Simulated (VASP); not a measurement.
Band structure of MgSe (rock salt). Computed with revPBE GGA, VASP's PBE PAW potentials (set 64) (plane waves; VASP).

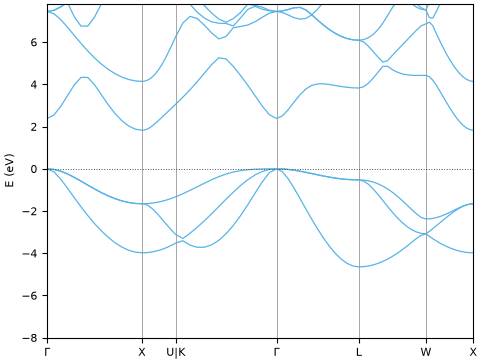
*Bands along high-symmetry lines, zero at the valence-band maximum or, without a gap, the Fermi level*

Q: Read the plot: is there a gap, and where are the band edges?

A: The gap is indirect, 1.82 eV, from the valence maximum at Γ to the conduction minimum at X. (Edges off the drawn lines would not show.)

The compound is MgSe in the rock salt structure. It was relaxed first.
